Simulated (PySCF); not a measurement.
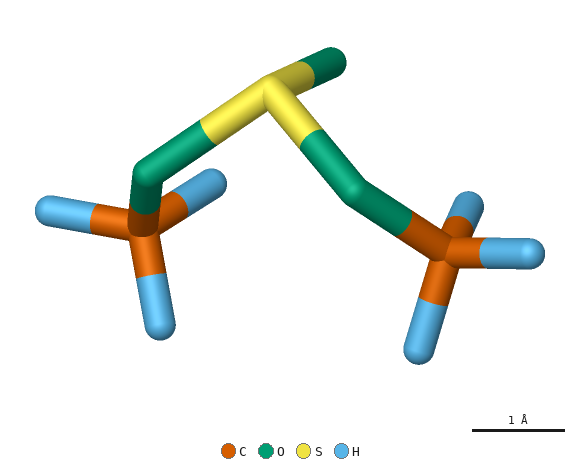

This is the input geometry for a relaxation of C2H6O3S. Style: stick. Shown at a tilt.

The start comes from GFN2-xTB. Its atoms were then displaced at random by about 0.01 Å.

The calculation used PySCF, PBE0-D3(BJ)/def2-TZVP geometry optimisation, gas phase.

```xyz
12

C    -1.8955    0.0378   -0.2004
O    -1.3182    0.5979    0.9415
S    -0.0093   -0.1537    1.6031
O     0.0941   -1.4650    1.0226
O     1.2647    0.6968    0.9270
C     1.8992    0.2212   -0.2189
H    -1.5674   -0.9698   -0.3485
H    -1.6358    0.6641   -1.0874
H    -2.9992    0.0805   -0.0474
H     1.6352   -0.8377   -0.3574
H     1.5844    0.7960   -1.0791
H     2.9876    0.3036   -0.0760
```

Where does the relaxation end?

After 8 geometry steps the energy has fallen by 18.1 kJ/mol. The atom that moves furthest after the best rigid fit is H11 (0.40 Å). Largest moves by element: H 0.40 Å, O 0.22 Å, C 0.18 Å, S 0.12 Å. Some distances before and after: S3–O5 1.674 → 1.617 Å, O5–C6 1.394 → 1.428 Å, C1–O2 1.397 → 1.428 Å, O2–S3 1.648 → 1.617 Å. Bond angles that change, for instance: O4–S3–O5 104.2° → 107.2°, O5–C6–H12 108.5° → 106.3°. Cost: 81 s on 2 threads of Intel(R) Xeon(R) 6975P-C, on a shared host.

The structure at the end:

```xyz
12

C    -1.7297    0.0712   -0.2483
O    -1.2653    0.5239    1.0239
S     0.0157   -0.1812    1.7147
O     0.0671   -1.5471    1.2273
O     1.2387    0.6191    1.0239
C     1.7223    0.2153   -0.2575
H    -1.5374   -0.9954   -0.3698
H    -1.2447    0.6348   -1.0479
H    -2.8017    0.2595   -0.2674
H     1.6132   -0.8620   -0.3870
H     1.1854    0.7461   -1.0463
H     2.7760    0.4876   -0.2863
```

After the run, drawn alike:

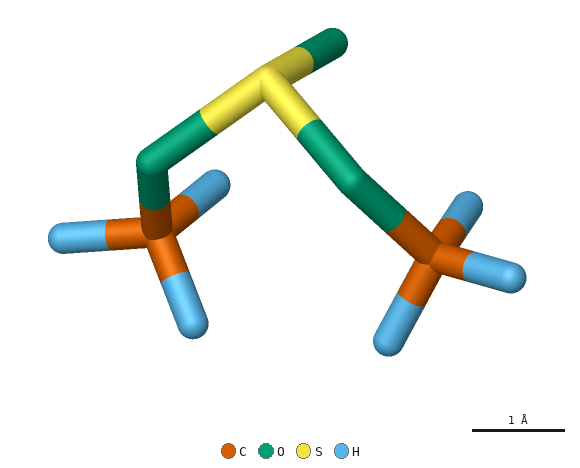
